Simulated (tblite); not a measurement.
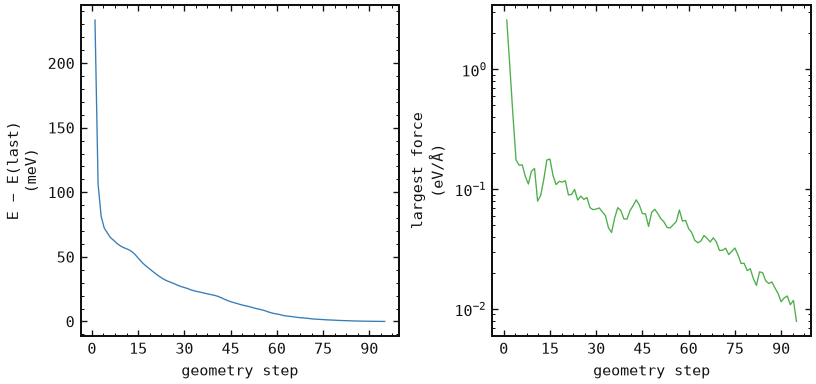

History of a geometry optimisation. C₇H₁₄N₂ (SMILES C=C/C=N/NCC(C)C); GFN2-xTB geometry optimisation, gas phase in tblite.

The optimisation met its thresholds at geometry 95, counting the start as the first. The energy fell by about 230 meV from the first step to the last. The largest force goes from about 2.6 eV/Å at the start to 8 × 10⁻³ eV/Å at the end.
